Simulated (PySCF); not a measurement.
In(Cl)2(OH), HCl2InO, SMILES [OH][In]([Cl])[Cl] at its PBE0/def2-SVP optimised geometry (Å):

```
5

In    -0.5664     0.0085     0.0000
Cl    -1.7633     2.0112     0.0000
Cl    -1.7088    -2.0112     0.0035
O      1.4128     0.0085     0.0000
H      1.7633     0.9084    -0.0051
```

Level of theory: PBE0/def2-TZVP, def2 effective core potentials past Kr run with PySCF. The core electrons that the potentials of In replace are not part of the density. Cells within 0.4 Å of a nucleus heavier than hydrogen are left out (blank, or x).

Map of the log10 of the electron density (e/bohr³), floored at −4 on the plane z = 0.0 Å:

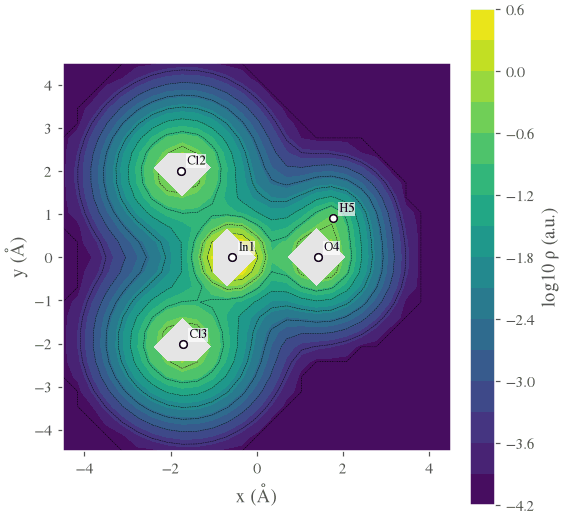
Figure. Log10 of the electron density (e/bohr³), floored at −4 on the plane z = 0.0 Å.
